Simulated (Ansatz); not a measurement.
# A hypothetical structure for YAl2Pd

Starting from a made-up structure for YAl2Pd, the aim is the relaxed cell, its shortest contacts and, where a second run follows, its electronic structure.

Method: DFT, PBE, plane-wave PAW, files of the set soft_1, scalar-relativistic, no spin, cell and ions relaxed at zero pressure; PAW set soft_1, in the first sound run; inputs show where later runs differ, in Ansatz 0.2.0.

**1. The starting structure**

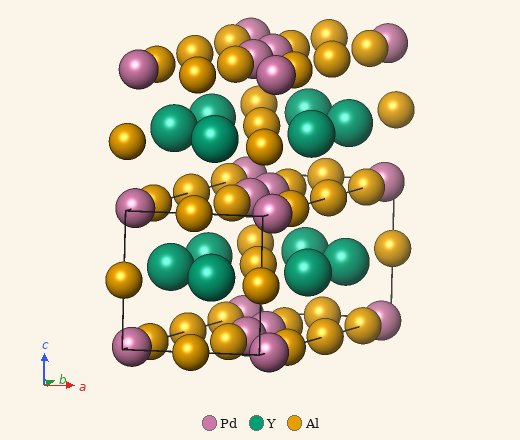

Start, viewed slightly off an axis; palladium pink, yttrium teal, aluminium orange. 1×1×2 cells are drawn. This picture shows the conventional cell, with its axes. Some periodic images of atoms are drawn too.

**2. Relaxing cell and atoms**

The guessed cell has no reason to be at equilibrium. It is relaxed with the atoms, within the space group of the guess.

File input.yaml:

```yaml
crystal:
  lattice:
    - [2.106, -8.798, 0.0]
    - [2.106, 8.798, 0.0]
    - [0.0, 0.0, 4.161]
  atoms:
    - { symbol: Pd, position: [0.0734, 0.9266, 0.0] }
    - { symbol: Pd, position: [0.9266, 0.0734, 0.0] }
    - { symbol: "Y", position: [0.357, 0.643, 0.5] }
    - { symbol: "Y", position: [0.643, 0.357, 0.5] }
    - { symbol: Al, position: [0.5, 0.5, 0.0] }
    - { symbol: Al, position: [0.0, 0.0, 0.5] }
    - { symbol: Al, position: [0.2123, 0.7877, 0.0] }
    - { symbol: Al, position: [0.7877, 0.2123, 0.0] }
kpoints:
  mp_grid: { grid: [7, 7, 7] }
scf:
  occupations: { method: fermi_dirac, width: 0.05 }
hamiltonian:
  xc: pbe
  pseudopotentials: { kind: paw, azcp: { folder: soft_1 } }
relax:
  f_tol: 0.015
  max_steps: 70
  cell: {}
output:
  forces: true
  stress: true
```

Started as:

```
$ ansatz run input.yaml --threads 4 --pin off --max-ram 10240MiB --backend cpu --events-out ev --progress --plain --runs-dir out
```

Numbers of over 12 decimals in the logs are rounded to 6 here.

Log:

```text
basis.fft_grid_basis auto: the FFT boxes are laid along the combinations [[1, 1, 0], [0, 1, 0], [0, 0, 1]] of the cell's own vectors, 4.212, 9.047 and 4.161 Å long. The dense box has 30×64×30 points. Along the cell's own vectors, as sized, it would have 64×64×30, 2.13 times as many. Of the 8 symmetry operations that the crystal satisfies within crystal.symmetry.tolerance (time reversal apart; of a slab, those that ke [...]
Engine: ansatz 0.2.0, x86_64-unknown-linux-gnu
Pseudopotentials: kind: paw
Pseudopotential: Pd, paw, valence charge 18, recommended cutoff 420 eV (normal), soft_1/Pd.paw.azcp
Pseudopotential: Y, paw, valence charge 11, recommended cutoff 420 eV (normal), soft_1/Y.paw.azcp
Pseudopotential: Al, paw, valence charge 3, recommended cutoff 420 eV (normal), soft_1/Al.paw.azcp
Functional definition: PBE
  parameter kappa = 0.804
  parameter beta = 0.066725
  exchange = pbe_x(kappa = kappa, mu = beta*pi^2/3)
  correlation = pbe_c(beta = beta)
Crystal: 8 atoms, lattice volume = 154.195 Å³
Basis set: ecut = 420 eV, 2987 PW (Γ), FFT grids on a1+a2, a2, a3, exchange–correlation on 60×128×60 points (8 copies of the dense FFT grid, shifted against one another)
Bands: 43, of which v1, the nominal top of the filled ones, is band 35 counted from 1 (34 counted from 0)
Symmetry: 8 space group operations
Space group: Cmmm (ITA 65), of the structure as read, at distance tolerance 5.4e-5 Å
k-points: 64 of 343
Non-local potential: Pd, projectors of the file, l = 0: 2, l = 1: 2, l = 2: 2, l = 3: 1
Non-local potential: Y, projectors of the file, l = 0: 3, l = 1: 2, l = 2: 2, l = 3: 1
Non-local potential: Al, projectors of the file, l = 0: 2, l = 1: 2, l = 2: 1
PAW form: soft (Blöchl's): semilocal exchange-correlation on the pseudo side does not see the compensation charge
PAW one-centre angular grid: Pd, 590 points (default); XC on 64 Gauss nodes
PAW one-centre angular grid: Y, 590 points (default); XC on 64 Gauss nodes
PAW one-centre angular grid: Al, 110 points (default); XC on 64 Gauss nodes
Initial density: superposition of atomic densities (chi_scale 0.1, normalization cell, long waves kept (reshape's long-wave potential 0.36 eV rms))
Initial wavefunctions: pseudopotential atomic-orbital guess
Functional: x = pbe(κ = 0.804, μ = 0.219515), c = pbe(β = 0.066725)
SCF iter   1: F=—  HF=-23843.270067 eV  |F-HF|=—  |Δ(HF+E_count)|=         —  Δρ=3.94e-1  dr2=6.82e2  ethr=3.10e-3  ⟨swp⟩=7.4  Hψ=11634  notcnv=0
preconditioner: auto → Kerker (q_TF=auto, 2.392 Å⁻¹)  [metal: Δε(μ)=0.006 eV  Ē_g=4.445 eV  σ=0.050 eV  W_gap=0.03  n_scr=44 (ndim 8)  ℏωp=18.4 eV  f_vac=0.000  D(μ)=9.03/eV (n_scr^D=78)]
SCF iter   2: F=—  HF=-23804.527448 eV  |F-HF|=—  |Δ(HF+E_count)|=    3.87e1  Δρ=8.79e-2  dr2=6.26e1  ethr=3.10e-3  ⟨swp⟩=4.3  Hψ=7930  notcnv=0
SCF iter   3: F=—  HF=-23800.562173 eV  |F-HF|=—  |Δ(HF+E_count)|=    3.97e0  Δρ=3.82e-2  dr2=1.73e1  ethr=3.10e-3  ⟨swp⟩=3.2  Hψ=5147  notcnv=0  defer=33
SCF iter   4: F=—  HF=-23798.605086 eV  |F-HF|=—  |Δ(HF+E_count)|=    1.96e0  Δρ=1.02e-2  dr2=1.55e-1  ethr=3.10e-3  ⟨swp⟩=6.1  Hψ=7680  notcnv=0  defer=64
SCF iter   5: F=—  HF=-23798.587421 eV  |F-HF|=—  |Δ(HF+E_count)|=   1.77e-2  Δρ=3.44e-3  dr2=7.15e-2  ethr=2.21e-4  ⟨swp⟩=2.7  Hψ=5980  notcnv=0  defer=87
SCF iter   6: F=—  HF=-23798.574546 eV  |F-HF|=—  |Δ(HF+E_count)|=   1.29e-2  Δρ=7.45e-4  dr2=3.13e-3  ethr=1.02e-4  ⟨swp⟩=3.4  Hψ=3988  notcnv=0  defer=87
SCF iter   7: F=—  HF=-23798.574070 eV  |F-HF|=—  |Δ(HF+E_count)|=   4.76e-4  Δρ=1.46e-4  dr2=1.02e-4  ethr=4.47e-6  ⟨swp⟩=2.0  Hψ=3253  notcnv=0  defer=87
SCF iter   8: F=—  HF=-23798.574060 eV  |F-HF|=—  |Δ(HF+E_count)|=   1.02e-5  Δρ=4.00e-5  dr2=3.63e-6  ethr=1.46e-7  ⟨swp⟩=2.1  Hψ=3844  notcnv=0  defer=87
SCF iter   9: F=—  HF=-23798.574057 eV  |F-HF|=—  |Δ(HF+E_count)|=   2.74e-6  Δρ=1.36e-5  dr2=4.64e-7  ethr=5.19e-9  ⟨swp⟩=2.2  Hψ=4363  notcnv=0  defer=87
SCF iter  10: F=-23798.574057 eV  HF=-23798.574057 eV  |F-HF|=5.37e-9  |Δ(HF+E_count)|=   5.41e-8  Δρ=2.40e-6  dr2=1.41e-8  ethr=1.43e-10  ⟨swp⟩=4.2  Hψ=8788  notcnv=0
SCF 1 converged in 10 iterations: F = -23798.574057 eV  dr2 = 1.41e-8
  greatest PAW one-centre occupation: 0.999 electrons in one spin orbital (limit 2), on the Pd atom at site 1 (counted from 0), in its partial waves of l = 0
relax step   1: F+E_penalty+E_count = -23798.57405740 eV  Δ(F+E_penalty+E_count) = +0.000e0 eV  max|allowed force component| = 2.153e0 eV/Å  Δτ_max = 0.0000 Å  P = +6.876 GPa  Ω = 154.195 Å³  (10 SCF iters, dr2 threshold 1.00e-7 eV, accepted)
Crystal: 8 atoms, lattice volume = 162.112 Å³
Basis set: ecut = 420 eV, 3129 PW (Γ), FFT grids on a1+a2, a2, a3, exchange–correlation on 60×128×60 points (8 copies of the dense FFT grid, shifted against one another)
Initial density: handed on by an earlier stage of this run
Initial wavefunctions: those handed on with the density
iter 1 solved again at ethr=9.95e-4 eV; its pass at ethr=3.10e-3 eV (dr2=6.96e-1 eV) is discarded
SCF iter   1: F=—  HF=-23799.134603 eV  |F-HF|=—  |Δ(HF+E_count)|=         —  Δρ=1.53e-2  dr2=7.08e-1  ethr=9.95e-4  ⟨swp⟩=1.2  Hψ=14850  notcnv=0
preconditioner: auto → Kerker (q_TF=auto, 2.372 Å⁻¹)  [metal: Δε(μ)=0.004 eV  Ē_g=5.677 eV  σ=0.050 eV  W_gap=0.02  n_scr=44 (ndim 8)  ℏωp=18.0 eV  f_vac=0.000  D(μ)=6.76/eV (n_scr^D=58)]
SCF iter   2: F=—  HF=-23799.021415 eV  |F-HF|=—  |Δ(HF+E_count)|=   1.13e-1  Δρ=7.58e-3  dr2=8.69e-2  ethr=9.95e-4  ⟨swp⟩=2.1  Hψ=4235  notcnv=0
SCF iter   3: F=—  HF=-23799.002993 eV  |F-HF|=—  |Δ(HF+E_count)|=   1.84e-2  Δρ=3.43e-3  dr2=2.85e-2  ethr=1.24e-4  ⟨swp⟩=2.0  Hψ=4713  notcnv=0  defer=34
SCF iter   4: F=—  HF=-23798.996169 eV  |F-HF|=—  |Δ(HF+E_count)|=   6.82e-3  Δρ=6.79e-4  dr2=8.56e-4  ethr=4.07e-5  ⟨swp⟩=2.0  Hψ=3954  notcnv=0  defer=34
SCF iter   5: F=—  HF=-23798.996022 eV  |F-HF|=—  |Δ(HF+E_count)|=   1.47e-4  Δρ=1.65e-4  dr2=7.62e-5  ethr=1.22e-6  ⟨swp⟩=2.0  Hψ=4005  notcnv=0  defer=34
SCF iter   6: F=—  HF=-23798.996004 eV  |F-HF|=—  |Δ(HF+E_count)|=   1.83e-5  Δρ=8.13e-5  dr2=1.73e-5  ethr=1.09e-7  ⟨swp⟩=2.0  Hψ=4066  notcnv=0  defer=36
SCF iter   7: F=—  HF=-23798.996002 eV  |F-HF|=—  |Δ(HF+E_count)|=   2.31e-6  Δρ=2.08e-5  dr2=1.25e-6  ethr=2.47e-8  ⟨swp⟩=2.4  Hψ=3645  notcnv=0  defer=37
SCF iter   8: F=-23798.996001 eV  HF=-23798.996001 eV  |F-HF|=6.54e-9  |Δ(HF+E_count)|=   1.69e-7  Δρ=2.20e-6  dr2=1.17e-8  ethr=1.14e-9  ⟨swp⟩=4.0  Hψ=8241  notcnv=0
SCF 2 converged in 8 iterations: F = -23798.996001 eV  dr2 = 1.17e-8
[...]
SCF iter   2: F=—  HF=-23799.041469 eV  |F-HF|=—  |Δ(HF+E_count)|=   1.47e-2  Δρ=2.27e-3  dr2=7.74e-2  ethr=2.83e-4  ⟨swp⟩=1.0  Hψ=2752  notcnv=0
SCF iter   3: F=—  HF=-23799.032478 eV  |F-HF|=—  |Δ(HF+E_count)|=   8.99e-3  Δρ=3.44e-4  dr2=1.30e-3  ethr=1.11e-4  ⟨swp⟩=2.0  Hψ=3286  notcnv=0
SCF iter   4: F=—  HF=-23799.032296 eV  |F-HF|=—  |Δ(HF+E_count)|=   1.81e-4  Δρ=1.93e-4  dr2=7.12e-5  ethr=1.86e-6  ⟨swp⟩=2.2  Hψ=3618  notcnv=0
SCF iter   5: F=—  HF=-23799.032261 eV  |F-HF|=—  |Δ(HF+E_count)|=   3.55e-5  Δρ=2.11e-4  dr2=9.24e-5  ethr=1.02e-7  ⟨swp⟩=2.0  Hψ=4999  notcnv=0
SCF iter   6: F=—  HF=-23799.032247 eV  |F-HF|=—  |Δ(HF+E_count)|=   1.41e-5  Δρ=1.95e-5  dr2=8.24e-7  ethr=1.14e-9  ⟨swp⟩=3.7  Hψ=11535  notcnv=0
SCF iter   7: F=-23799.032247 eV  HF=-23799.032247 eV  |F-HF|=2.98e-8  |Δ(HF+E_count)|=   8.12e-8  Δρ=5.34e-6  dr2=7.51e-8  ethr=1.14e-9  ⟨swp⟩=3.6  Hψ=7629  notcnv=0
SCF 3 converged in 7 iterations: F = -23799.032247 eV  dr2 = 7.51e-8
relax step   3: F+E_penalty+E_count = -23799.03224657 eV  Δ(F+E_penalty+E_count) = -3.625e-2 eV  max|allowed force component| = 7.049e-2 eV/Å  Δτ_max = 0.0356 Å  P = +0.090 GPa  Ω = 161.293 Å³  energy of the carried Pulay correction = -1.328e-3 eV  (7 SCF iters, dr2 threshold 8.00e-7 eV, accepted)
[...]
relax step   4: F+E_penalty+E_count = -23799.04170887 eV  Δ(F+E_penalty+E_count) = -9.462e-3 eV  max|allowed force component| = 1.063e-1 eV/Å  Δτ_max = 0.0490 Å  P = -0.034 GPa  Ω = 160.791 Å³  energy of the carried Pulay correction = -1.236e-3 eV  (7 SCF iters, dr2 threshold 8.00e-7 eV, accepted)
[...]
relax step   5: F+E_penalty+E_count = -23799.05190061 eV  Δ(F+E_penalty+E_count) = -1.019e-2 eV  max|allowed force component| = 3.520e-2 eV/Å  Δτ_max = 0.0296 Å  P = -0.060 GPa  Ω = 161.034 Å³  energy of the carried Pulay correction = -1.280e-3 eV  (7 SCF iters, dr2 threshold 8.00e-7 eV, accepted)
[...]
relax step   6: F+E_penalty+E_count = -23799.05164337 eV  Δ(F+E_penalty+E_count) = +2.572e-4 eV  max|allowed force component| = 3.663e-2 eV/Å  Δτ_max = 0.0053 Å  P = +0.134 GPa  Ω = 160.748 Å³  energy of the carried Pulay correction = -1.228e-3 eV  (6 SCF iters, dr2 threshold 7.74e-8 eV, rejected (line search))
[...]
relax step   7: F+E_penalty+E_count = -23799.05207628 eV  Δ(F+E_penalty+E_count) = -1.757e-4 eV  max|allowed force component| = 1.934e-3 eV/Å  Δτ_max = 0.0027 Å  P = -0.008 GPa  Ω = 160.978 Å³  energy of the carried Pulay correction = -1.270e-3 eV  (8 SCF iters, accepted)
Basis set: ecut = 420 eV, 3153 PW (Γ), FFT grids on a1+a2, a2, a3, exchange–correlation on 60×128×54 points (8 copies of the dense FFT grid, shifted against one another)
Initial wavefunctions: pseudopotential atomic-orbital guess (no wavefunctions were taken with the density)
iter 1 solved again at ethr=8.26e-7 eV; its pass at ethr=3.10e-3 eV (dr2=5.78e-4 eV) is discarded
SCF iter   1: F=—  HF=-23799.053748 eV  |F-HF|=—  |Δ(HF+E_count)|=         —  Δρ=1.41e-4  dr2=1.31e-6  ethr=8.26e-7  ⟨swp⟩=3.0  Hψ=17602  notcnv=0
eigensolver tolerance schedule: the retry pair's looser diagonalisation over-reported the residual by 439.11 of it (diagonalisation noise at 0.13 of the residual, at the tolerance the schedule requests for it); recorded, not acted on — ethr = c·dr2/N_el stays at c = 1.0e-1
preconditioner: auto → Kerker (q_TF=auto, 2.375 Å⁻¹)  [metal: Δε(μ)=0.002 eV  Ē_g=5.510 eV  σ=0.050 eV  W_gap=0.01  n_scr=44 (ndim 8)  ℏωp=18.0 eV  f_vac=0.000  D(μ)=5.90/eV (n_scr^D=48)]
SCF iter   2: F=—  HF=-23799.053672 eV  |F-HF|=—  |Δ(HF+E_count)|=   7.59e-5  Δρ=7.17e-5  dr2=3.46e-7  ethr=1.88e-9  ⟨swp⟩=2.0  Hψ=4930  notcnv=0
SCF iter   3: F=—  HF=-23799.053695 eV  |F-HF|=—  |Δ(HF+E_count)|=   2.31e-5  Δρ=4.80e-6  dr2=2.93e-8  ethr=4.95e-10  ⟨swp⟩=2.0  Hψ=3954  notcnv=0
SCF iter   4: F=—  HF=-23799.053695 eV  |F-HF|=—  |Δ(HF+E_count)|=   2.61e-8  Δρ=1.27e-6  dr2=1.77e-9  ethr=4.19e-11  ⟨swp⟩=2.0  Hψ=3724  notcnv=0
SCF iter   5: F=—  HF=-23799.053695 eV  |F-HF|=—  |Δ(HF+E_count)|=  5.93e-10  Δρ=4.61e-7  dr2=2.55e-10  ethr=2.53e-12  ⟨swp⟩=2.0  Hψ=4596  notcnv=0
SCF iter   6: F=-23799.053695 eV  HF=-23799.053695 eV  |F-HF|=0.00e0  |Δ(HF+E_count)|=  7.64e-11  Δρ=1.16e-7  dr2=2.05e-11  ethr=1.00e-12  ⟨swp⟩=4.0  Hψ=8619  notcnv=0
SCF 8 converged in 6 iterations: F = -23799.053695 eV  dr2 = 2.05e-11
relax step   8: F+E_penalty+E_count = -23799.05369471 eV  Δ(F+E_penalty+E_count) = -1.618e-3 eV  max|allowed force component| = 1.826e-3 eV/Å  Δτ_max = 0.0000 Å  P = -0.002 GPa  Ω = 160.978 Å³  stress off target by 1.15e-2 GPa  SCF on the basis re-selected at this cell (its energy is not comparable with the rows above)  (6 SCF iters)
basis re-selected at this cell: Δ(F+E_penalty+E_count) = -1.618e-3 eV, ΔP = +0.006 GPa vs the last step (what re-selecting the basis moved, of the pressure what is left beyond the Pulay correction that the steps carried, after the strain that the cell walked since its last selection, with what the two solves' SCF thresholds leave and, on support functions, any second-order correction that the steps lacked; it is no measure of the basis error at this ecutwfc). The dense FFT grid was sized anew with the basis: this SCF ran on 30×64×27 points, the steps before it on 30×64×30, so part of this shift can come from that change (see relax.cell in the input reference). [rest of the remark cut]
SCF converged after 6 iterations
Free energy (F): -23799.053695 eV
Harris-Foulkes:  -23799.053695 eV  (|F-HF|=0.00e0)
Internal energy: -23799.006922 eV  (E = F + TS)
E sigma→0 (E₀):  -23799.030308 eV
Entropy (-TS):   -0.046773 eV (-5.847 meV/atom)
Fermi energy:    10.536890 eV
--- Per-component energies (eV) ---
  E_band       = -787.764912
  E_kinetic    = 1618.581446
  E_local      = -8350.998268  (includes V_loc(G=0)·N_el)
  E_nonlocal   = 829.250734
  E_hartree    = 3468.979424
  E_xc         = -787.584588
  E_vxc        = -881.303635  (∫ρ·V_xc dr)
  E_paw        = -15129.109591  (= ΣΔE_a)
  E_vpaw       = -941.254354  (= ΣTr[D̂ρ^β])
  E_aug_tail   = 0.000502  (compensation charges beyond the density's cutoff)
  E_ewald      = -5448.126580
  E_smearing   = -0.046773  (= −TS)
  E_closure    = -0.000000  (closes the sum)
  Σ components = -23799.053695   (vs F -23799.053695, Δ=0.00e0)
--- Forces (eV/Å), atoms counted from 1 ---
  atom   1  Pd     0.00000000     0.00182580     0.00000000
  atom   2  Pd    -0.00000000    -0.00182580    -0.00000000
  atom   3  Y     -0.00000000     0.00048665    -0.00000000
  atom   4  Y      0.00000000    -0.00048665     0.00000000
  atom   5  Al    -0.00000000     0.00000000     0.00000000
  atom   6  Al    -0.00000000    -0.00000000     0.00000000
  atom   7  Al    -0.00000000     0.00069800    -0.00000000
  atom   8  Al     0.00000000    -0.00069800     0.00000000
  max |Σ_I F_I| component: 3.25e-19 eV/Å
--- Stress (GPa, compression-positive) ---
        0.007967       0.000000      -0.000000
        0.000000      -0.001206       0.000000
       -0.000000       0.000000      -0.011489
  P = ⅓ Tr σ = -0.0016 GPa (-0.016 kbar)
--- Relaxed structure (7 steps of the walk, 6 accepted, 1 SCFs on fresh bases) ---
  F+E_penalty+E_count = -23799.05369471 eV   max|allowed force component| = 1.826e-3 eV/Å   (the final SCF, on the basis selected at the relaxed cell)
  cell:  # Å, volume = 160.9782 Å³
    - [2.165258, -9.245612, 0.0]
    - [2.165258, 9.245612, 0.0]
    - [0.0, 0.0, 4.020608]
  atoms:
    - { symbol: Pd, position: [0.079303, 0.920697, 0.0] }
    - { symbol: Pd, position: [0.920697, 0.079303, 0.0] }
    - { symbol: Y, position: [0.355775, 0.644225, 0.500000] }
    - { symbol: Y, position: [0.644225, 0.355775, 0.500000] }
    - { symbol: Al, position: [0.5, 0.5, 0.0] }
    - { symbol: Al, position: [1.540409997279927e-19, -1.540409997279929e-19, 0.500000] }
    - { symbol: Al, position: [0.212663, 0.787337, 0.0] }
    - { symbol: Al, position: [0.787337, 0.212663, 0.0] }
```

Wall time 25 s (4 threads of INTEL XEON PLATINUM 8581C at 2.30GHz (Emerald Rapids), shared host); peak memory 0.79 GiB; 92 s of CPU time.

The steps of the relaxation:

| step | energy less that of the first step (eV) | largest force component (eV/Å) | pressure (GPa) | volume (Å³) |
| --- | --- | --- | --- | --- |
| 1 | 0.0000 | 2.1528 | 6.88 | 154.19 |
| 2 | -0.4219 | 0.2758 | -0.12 | 162.11 |
| 3 | -0.4582 | 0.0705 | 0.09 | 161.29 |
| 4 | -0.4677 | 0.1063 | -0.03 | 160.79 |
| 5 | -0.4778 | 0.0352 | -0.06 | 161.03 |
| 6 | -0.4776 | 0.0366 | 0.13 | 160.75 |
| 7 | -0.4780 | 0.0019 | -0.01 | 160.98 |
| 8* | -0.4796 | 0.0018 | 0.00 | 160.98 |

Relaxation steps marked * repeat the geometry before them on a plane-wave basis chosen anew for their cell, so energy and pressure can jump there. Relaxation step 6 was tried and not accepted.

The run keeps the 8 symmetry operations that it works with, so distortions that break them were not tested.

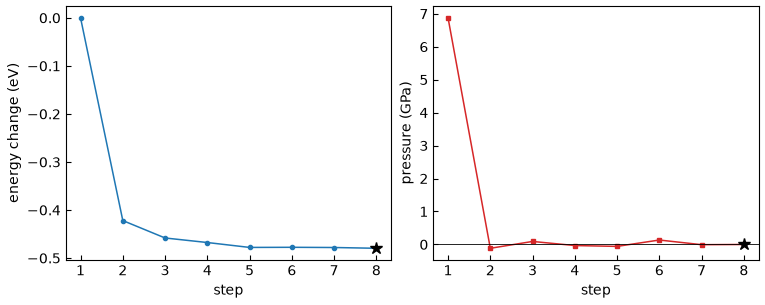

Energy and pressure along the relaxation. Stars mark steps on a basis chosen anew.

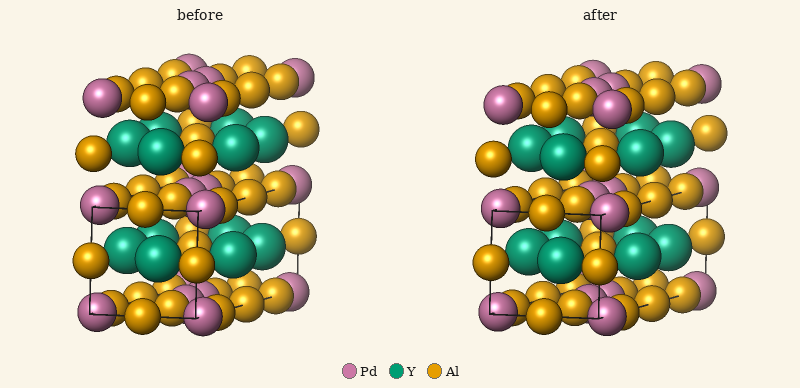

The structure before and after the relaxation, drawn at the same scale.

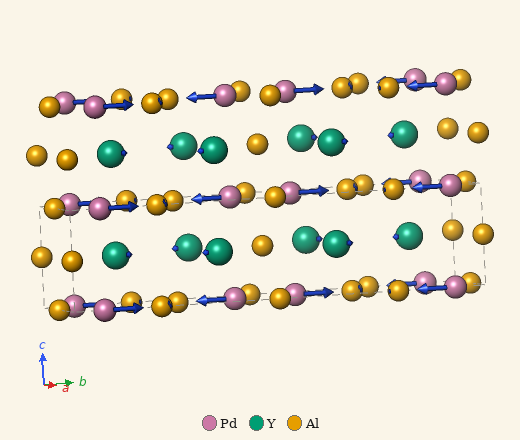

Displacements in the relaxation, exaggerated, measured against the changing cell; the longest in the cell stands for 0.11 Å. 1×1×2 conventional cells are drawn. Some periodic images of atoms are drawn too.

```csv
"conventional cell, symmetrised",before,after,change
a (Å),4.212,4.331,+2.8 %
b (Å),17.596,18.491,+5.1 %
c (Å),4.161,4.021,-3.4 %
volume (Å³/atom),19.27,20.12,+4.4 %
```

The atoms that moved most (Å, as changes of fractional coordinates times the final cell):

| atom | dx | dy | dz | length |
| --- | --- | --- | --- | --- |
| Pd1 | 0.000 | -0.109 | 0.000 | 0.109 |
| Pd2 | 0.000 | 0.109 | 0.000 | 0.109 |
| Y3 | 0.000 | 0.023 | 0.000 | 0.023 |
| Y4 | 0.000 | -0.023 | 0.000 | 0.023 |
| Al8 | 0.000 | 0.007 | 0.000 | 0.007 |
| Al7 | 0.000 | -0.007 | 0.000 | 0.007 |

Numbers from this step:

| Property | Result |
| --- | --- |
| free energy | -23799.0537 eV |
| energy at zero smearing | -23799.0303 eV |
| smearing term TS | 0.04677 eV |
| Fermi energy | 10.54 eV |
| electrons | 70 |
| symmetry operations | 8 |
| pressure | -0.001576 GPa |

The shortest distance of each pair, which need not be the same contact before and after:

```csv
pair,guess (Å),relaxed (Å)
Al–Pd,2.444,2.466
Al–Al,2.489,2.568
Pd–Pd,2.583,2.933
Pd–Y,3.204,3.189
Al–Y,3.202,3.214
```

The relaxation ends with a largest force component of 0.0018 eV/Å and a pressure of 0.00 GPa.

(Continued in part 2 of 2.)

[Logs are printed without paths, hosts, clocks, repeated set-up lines and the standing remarks that a program may print on its own settings, such as how far it seeks lower states.]

[Hosts, paths, dates, database ids (printed as entryN), source tags and the programs' standing remarks are cut or masked in the printed files.]
